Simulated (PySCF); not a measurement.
C₆H₁₁O₂: EPR calculation

System: C₆H₁₁O₂, multiplicity 2.
Method: UKS B3LYP, pcH-1 on C H O, non-relativistic, mean-field spin-orbit, GIAO (PySCF 2.14.0).

It belongs to a series of runs on one base structure; here: H added to sp2 C.

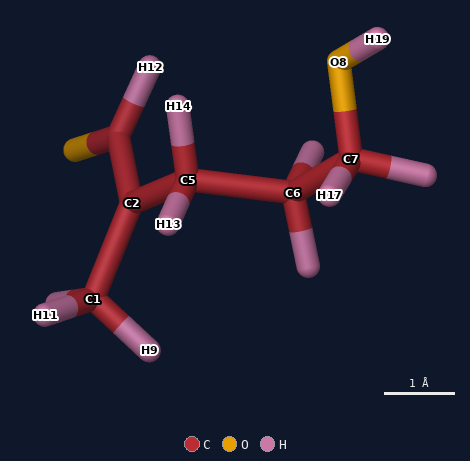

**Figure 1.** The input geometry (stick view, seen at a tilt; atoms are numbered from 1 in the order of the input).

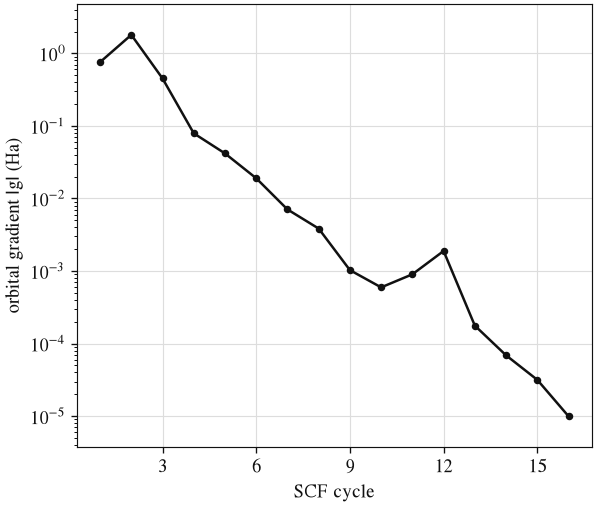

**Figure 2.** Convergence of the self-consistent field: orbital gradient |g| against the SCF cycle. All cycles printed in the log are drawn one after another.

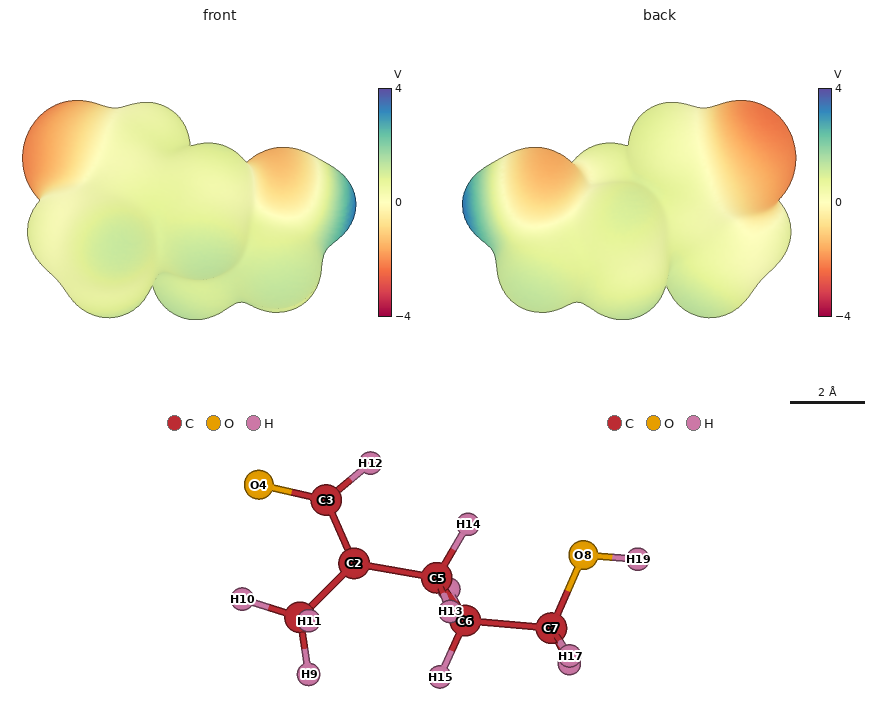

**Figure 3.** The electrostatic potential painted on the density surface at 0.004 e/bohr³, seen at a tilt and from behind; red is negative and blue positive. The bare structure is drawn below in the same view.

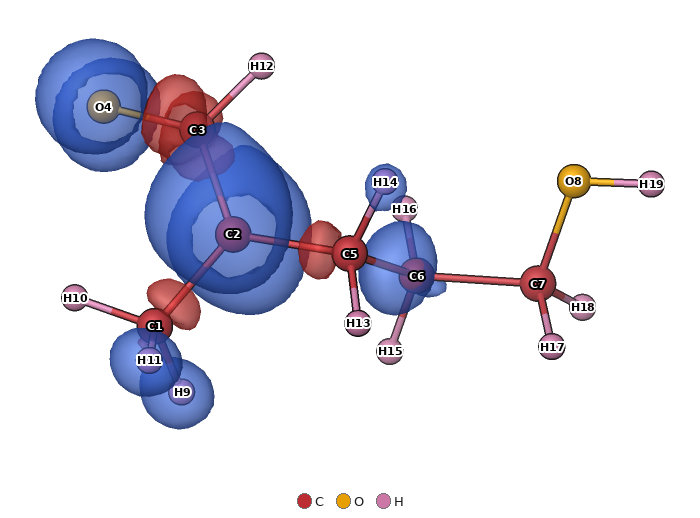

**Figure 4.** Isosurfaces of the spin density at +0.02 (blue) and −0.02 e/Å³ (red), seen face on. The unpaired spin (1 electron) lies mostly on C2 (about 0.5) and O4 (about 0.3), in electrons by Hirshfeld's partition.

These pictures come from the run below.

## Input file
```
{"job": {"kind": "epr", "basis": "pcH-1"}, "charge": 0, "multiplicity": 2}
C     -2.414670    -0.576574     0.425441
C     -1.324690    -0.175234    -0.490774
C     -1.361904    -0.588570    -1.848524
O     -2.254876    -1.262063    -2.356929
C     -0.168123     0.595177     0.024915
C      0.991304    -0.344216     0.416320
C      2.230313     0.452807     0.809242
O      2.691798     1.152752    -0.324909
H     -2.020298    -1.156677     1.262805
H     -3.147723    -1.171104    -0.114977
H     -2.903744     0.301904     0.852043
H     -0.502770    -0.253547    -2.459085
H     -0.457974     1.177624     0.901779
H      0.216134     1.269240    -0.744007
H      0.691780    -0.979304     1.250854
H      1.242468    -0.977415    -0.434862
H      1.983047     1.155066     1.619216
H      3.002687    -0.238575     1.176169
H      3.497440     1.627959    -0.100660
```

The first line tells a small driver script what to run in PySCF; the rest is the geometry in Å.

Launch command:
```bash
OMP_NUM_THREADS=1 python <driver script> task.json out
```

## The program's output
```
UKS, coarse grid
  cycle   1  E = -385.46407788  |g| = 7.58e-01
  cycle   2  E = -384.14244754  |g| = 1.80e+00
  cycle   3  E = -385.59091817  |g| = 4.51e-01
  cycle   4  E = -385.68656716  |g| = 7.91e-02
  cycle   5  E = -385.68907746  |g| = 4.18e-02
  cycle   6  E = -385.68984399  |g| = 1.90e-02
  cycle   7  E = -385.69006105  |g| = 7.07e-03
  cycle   8  E = -385.69011801  |g| = 3.85e-03
  cycle   9  E = -385.69012998  |g| = 1.03e-03
  cycle  10  E = -385.69013084  |g| = 5.96e-04
UKS, final grid
  cycle   1  E = -385.69020572  |g| = 9.02e-04
  cycle   2  E = -385.69020480  |g| = 1.89e-03
  cycle   3  E = -385.69020606  |g| = 1.77e-04
  cycle   4  E = -385.69020608  |g| = 6.90e-05
  cycle   5  E = -385.69020609  |g| = 3.17e-05
  cycle   6  E = -385.69020609  |g| = 9.98e-06
E = -385.69020609 Eh   <S^2> = 0.7623 (exact 0.7500)
g shifts (ppm)      1          2          3
  rmc          -201       -201       -201
  gc            -14         37         35
  oz_so         -15       2135       5726
  total        -230       1970       5560
hyperfine (MHz)  atom isotope    a_iso     a_fc   dipolar eigenvalues
    0   13C     -23.88     -23.88     -1.96      0.79      1.17
    1   13C      60.58      60.58    -58.61    -57.95    116.56
    2   13C     -36.21     -36.21     -8.16      0.65      7.51
    3   17O     -22.77     -22.77   -102.94     51.32     51.61
    4   13C     -22.41     -22.41     -2.28      0.62      1.66
    5   13C      54.22      54.22     -5.01     -4.85      9.87
    6   13C       2.95       2.95     -1.21     -1.19      2.40
    7   17O      -0.27      -0.27     -0.51      0.13      0.37
    8    1H      83.37      83.37     -4.10     -2.73      6.84
    9    1H       1.85       1.85     -4.12     -2.10      6.22
   10    1H      81.46      81.46     -4.08     -2.92      7.00
   11    1H      -2.87      -2.87     -5.18     -2.45      7.63
   12    1H      15.61      15.61     -3.39     -3.12      6.51
   13    1H      38.15      38.15     -3.91     -3.25      7.16
   14    1H      -3.15      -3.15     -3.97     -1.39      5.35
   15    1H      -1.70      -1.70     -4.80     -1.35      6.16
   16    1H      -0.66      -0.66     -1.31     -0.64      1.95
   17    1H       4.94       4.94     -1.20     -0.39      1.59
   18    1H       0.61       0.61     -0.64     -0.54      1.18
```

## Key numbers

- outcome: converged
- total energy: −385.690206 hartree
- ⟨S²⟩: 0.762
- isotropic g: 2.0048
- hardware: 1 CPU thread, shared host
- wall time: 2.6 min
- peak memory: 1.1 GiB
